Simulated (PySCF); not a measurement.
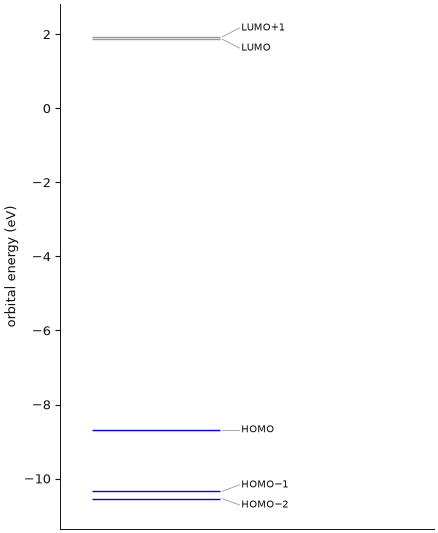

Kohn-Sham orbital energies near the frontier, ωB97X-D/def2-SVPD with PySCF 2.14.0, at a GFN2-xTB geometry (no frequency check), isolated molecule; empty levels in grey, levels within 0.03 eV side by side.

Which molecule has this level scheme?
A. C₃H₅ClF₄Si, SMILES C[Si@@](F)(Cl)CC(F)(F)F
B. C₅H₁₀NPSi, SMILES N#C[C@@H]1CC[Si@@H](P)C1
C. C₂H₁₃NSi₃, SMILES CN[SiH2]C([SiH3])[SiH3]

Answer. C. HOMO −8.68 eV, LUMO 1.87 eV, separation 10.55 eV.

Note: the tight-binding geometry is rougher than a DFT one and adds to the error; one conformer of a flexible molecule; empty levels above zero depend strongly on the basis.
